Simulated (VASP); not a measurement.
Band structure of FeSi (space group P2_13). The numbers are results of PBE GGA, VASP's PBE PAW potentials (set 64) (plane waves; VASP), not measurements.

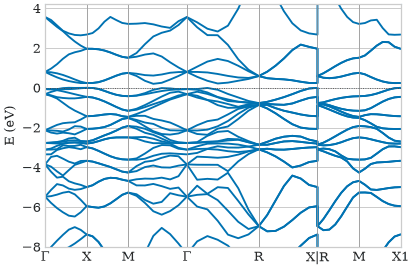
Figure. Bands along high-symmetry lines, zero at the valence-band maximum or, without a gap, the Fermi level

Q: Read the plot: is there a gap, and where are the band edges?

A: The gap is indirect, 0.20 eV, from the valence maximum at Γ-X at 0.57 to the conduction minimum at (0.25, 0.25, 0.00).

The structure comes from a computed database's FeSi entry (P2_13); how it stands against other phases isn't given here. The cell was not relaxed at this level. The run is not spin-polarised, so no magnetic state was tried.
